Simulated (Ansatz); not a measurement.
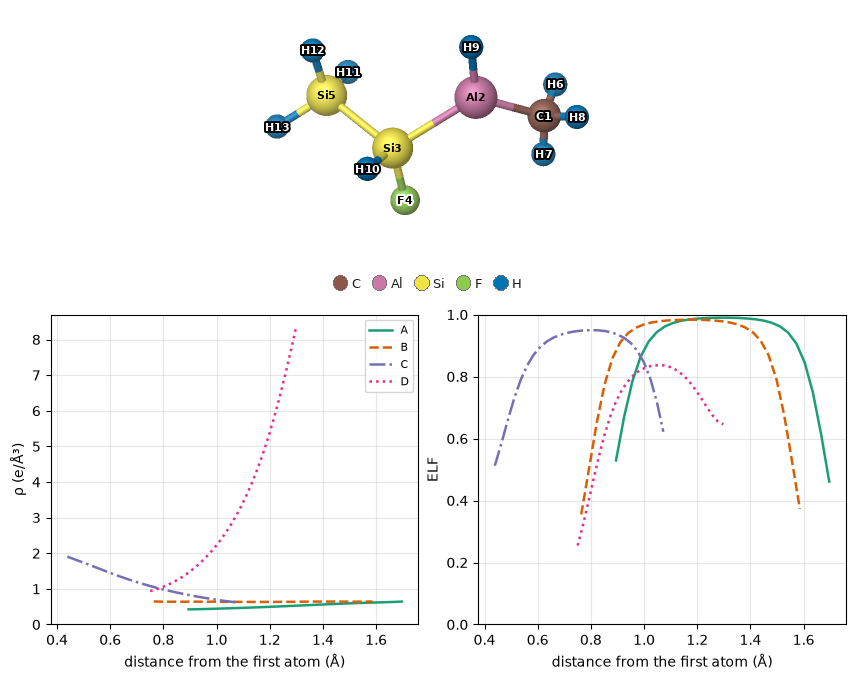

Figure. CH₈AlFSi₂ (SMILES [CH3][AlH][SiH](F)[SiH3]). Total electron density and ELF along straight lines between neighbouring atoms. The curves leave out the atomic cores. The structure is drawn too.

Geometry: PBE0-D4/def2-TZVP.

Theory: RKS PBE0-D4/def2-TZVPP in Ansatz.

```yaml
atoms:
  - { symbol: C, position_ang: [-2.3841, 1.3610, 0.6721] }
  - { symbol: Al, position_ang: [-0.7495, 0.4238, 1.1735] }
  - { symbol: Si, position_ang: [1.2332, 0.3760, -0.2943] }
  - { symbol: F, position_ang: [1.0228, 1.3403, -1.5817] }
  - { symbol: Si, position_ang: [1.7466, -1.7875, -1.0536] }
  - { symbol: H, position_ang: [-3.1728, 0.6326, 0.4489] }
  - { symbol: H, position_ang: [-2.2620, 1.9980, -0.2062] }
  - { symbol: H, position_ang: [-2.7558, 1.9759, 1.4978] }
  - { symbol: H, position_ang: [-0.6643, -0.3973, 2.5357] }
  - { symbol: H, position_ang: [2.4564, 0.8702, 0.4112] }
  - { symbol: H, position_ang: [0.5822, -2.3905, -1.7596] }
  - { symbol: H, position_ang: [2.0484, -2.6269, 0.1401] }
  - { symbol: H, position_ang: [2.9191, -1.8105, -1.9694] }
```

Which curve belongs to which contact (Al–Si, C–Al, Si–F and Si–Si)? The first atom named is at distance zero.

Answer. Curve A: Al–Si (2.47 Å): ρ is about 0.51 e/Å³ halfway; the ELF peaks at about 1 between the atoms; a covalent bond. Curve B: Si–Si (2.35 Å): ρ is about 0.63 e/Å³ halfway; the ELF peaks at about 1 between the atoms, as expected for localised, covalent bonding. Curve C: C–Al (1.95 Å): the density is about 0.72 e/Å³ at the midpoint; the ELF peaks at about 0.95 between the atoms (a polar covalent bond). Curve D: Si–F (1.62 Å): ρ at the midpoint is about 1.1 e/Å³; the ELF peaks at about 0.85 in the valence shell of F, 0.6 Å from its nucleus, and is about 0.45 at the midpoint.
